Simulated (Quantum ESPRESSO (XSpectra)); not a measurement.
# The core hole at the Ga K edge of ZnInGaO4 (R3m)

```
CELL_PARAMETERS angstrom
      1.68032     0.97014     8.71341
     -1.68032     0.97014     8.71341
      0.00000    -1.94027     8.71341
ATOMIC_POSITIONS crystal
  Zn 0.21838 0.21838 0.21838
  In 0.00277 0.00277 0.00277
  Ga 0.78704 0.78704 0.78704
  O  0.29514 0.29514 0.29514
  O  0.71136 0.71136 0.71136
  O  0.12172 0.12172 0.12172
  O  0.86360 0.86360 0.86360
```

Geometry: Materials Project entry mp-1215688 (a computed structure). The cell is the entry's, not relaxed again.

Absorber: atom 3, Ga on Wyckoff site a (site symmetry 3m), with 3 O at 1.94 Å, 1 O at 1.98 Å, 1 O at 2.00 Å.

Method: LDA, no, half or full core hole, dipole K-edge X-ray absorption, plane waves, Troullier-Martins potentials made with ld1.x and PseudoDojo potentials for the other elements (Perdew-Zunger form enforced), scalar-relativistic, no spin, constant broadening (Quantum ESPRESSO (XSpectra)).

Full-hole run: 49-atom cell (absorber images 8.9 Å apart), 70 Ry, k meshes 2×2×2 (SCF) and 2×2×2 (spectrum), Lorentzian half width 1.5 eV. The ground-state test found a gap, so occupations are fixed and the excited electron is left out (charged cell on a uniform background); energies count from the highest occupied level. Field directions run: x; z, weighted by the site's symmetry in the crystal. Intensities are scaled to a mean of 1 over 0–35 eV.

The half-hole run shares these settings; the run without a hole takes the primitive cell with a 6×6×6 mesh.

```tsv
core hole	mean 0–10 eV	mean 10–20 eV	mean 20–30 eV	highest value below 30 eV
none (primitive cell)	0.56	1.58	1.00	2.3
half	0.87	1.46	0.86	2.4
full	1.27	1.21	0.75	2.4
```

From no hole to a full hole the mean over the first 10 eV goes from 0.56 through 0.87 to 1.27: the hole pulls absorption towards the edge. The cell size was not varied. Each run counts from its own energy zero.

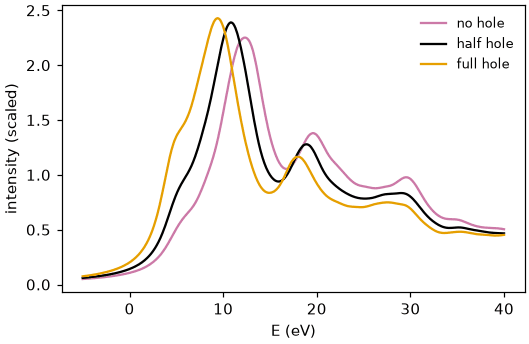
Figure: The three spectra
